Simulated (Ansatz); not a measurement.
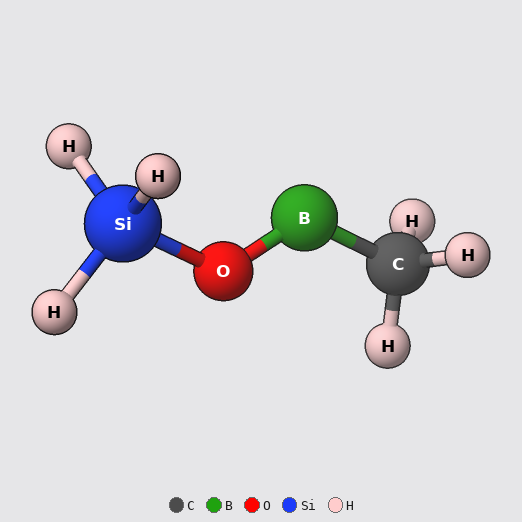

A ball-and-stick model of a molecule. Every bond is drawn as one stick, whatever its order.

The species is neutral and a spin doublet. The geometry was computed by an optimisation with PBE0-D4/def2-TZVP.

Describe the molecule.

Formula CH₆BOSi. Its SMILES string is `C[B]O[SiH3]`. It has no ring. Among its groups: Si–H bond, Si–O bond. It is an open-shell species. Coordination: 1 C tetrahedral; 1 B bent; 1 O bent; 1 Si tetrahedral.

The parts below concern this one geometry. Atoms keep their numbers from picture to picture.

### Electronic properties

Properties computed with UKS BLYP-D4/def2-TZVPP (Ansatz 0.2.0).

What is the ⟨S²⟩ of the determinant?

Answer. 0.752.

What is the HOMO energy (Kohn–Sham orbital)?

Answer. −3.75 eV.

What is the dispersion correction?

Answer. −36.1 kJ/mol.

### Dipole moment

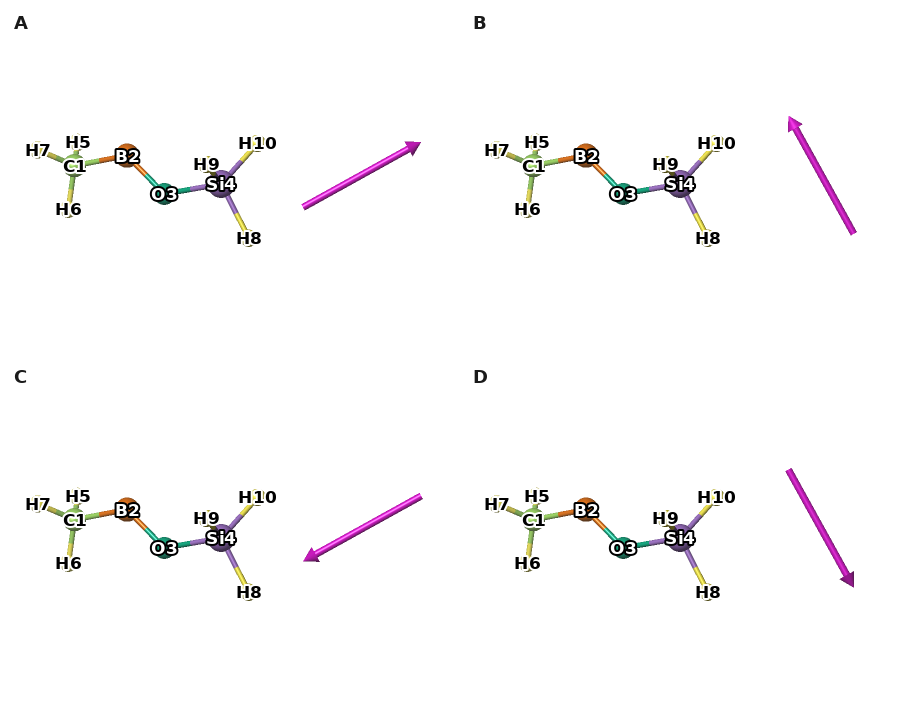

The same molecule four times, each with an arrow. Level of theory: UKS B3LYP-D4/def2-TZVPP (Ansatz 0.2.0).

Which arrow points along the dipole moment, from the negative to the positive end?

Answer. D. The dipole moment is 0.37 D; it points from the side of H7 to the side of H8 (the outermost atoms at the two ends).

### Charges

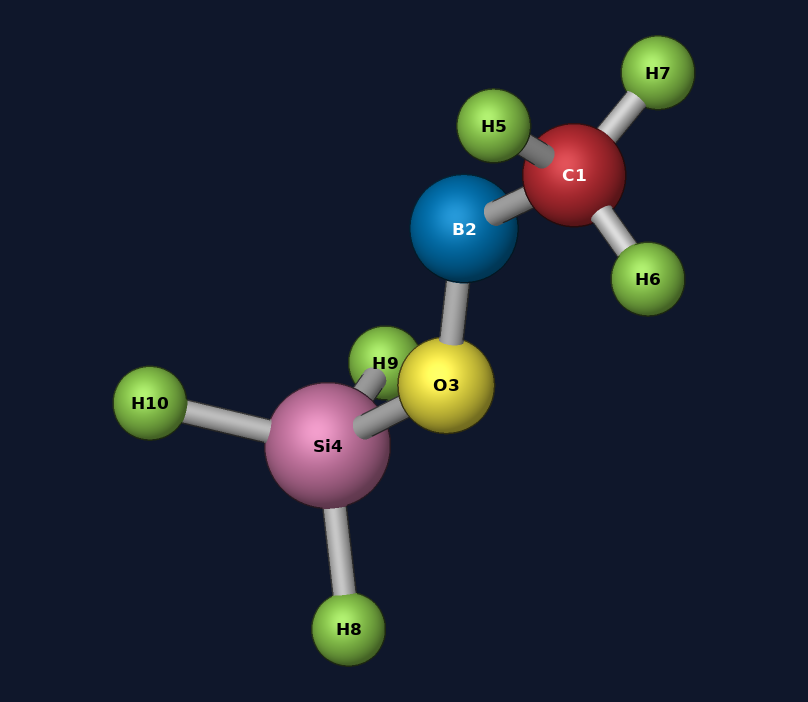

The questions are on Mulliken charges. Level of theory: UKS PBE0-D4/def2-TZVP (Ansatz 0.2.0).

Give the Mulliken charges atom by atom.

| atom | value (e) |
| --- | --- |
| C1 | −0.40 |
| B2 | 0.03 |
| O3 | −0.28 |
| Si4 | 0.29 |
| H5 | 0.15 |
| H6 | 0.13 |
| H7 | 0.15 |
| H8 | −0.03 |
| H9 | −0.02 |
| H10 | −0.02 |

Mulliken values depend strongly on the basis set and can even reverse the polarity of a bond.
